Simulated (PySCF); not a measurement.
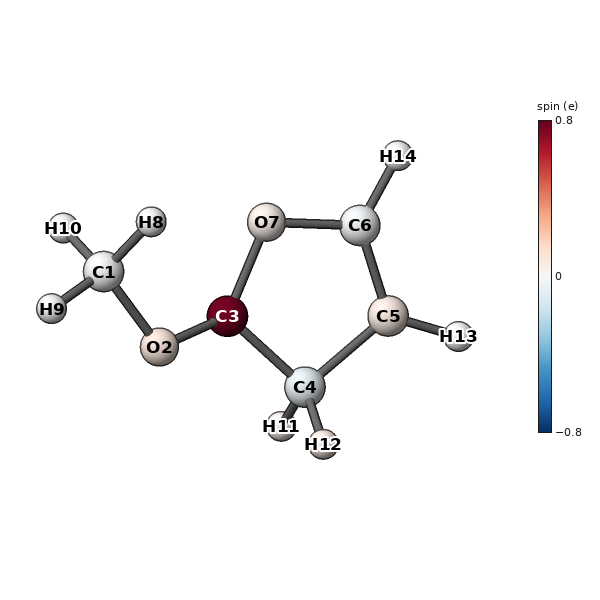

Atoms are coloured by their Mulliken spin populations. State: neutral, doublet. Computed geometry: GFN2-xTB optimisation. No frequency run is at hand to confirm it as a minimum. Method: UKS B3LYP, pcH-1 on C H O, non-relativistic (PySCF 2.14.0).

Give the Mulliken spin populations atom by atom.

```csv
atom,value (e)
C1,−0.01
O2,0.09
C3,0.77
C4,−0.06
C5,0.07
C6,−0.02
O7,0.04
H8,0.00
H9,0.00
H10,0.02
H11,0.03
H12,0.07
H13,0.00
H14,0.00
```

Mulliken values depend strongly on the basis set.
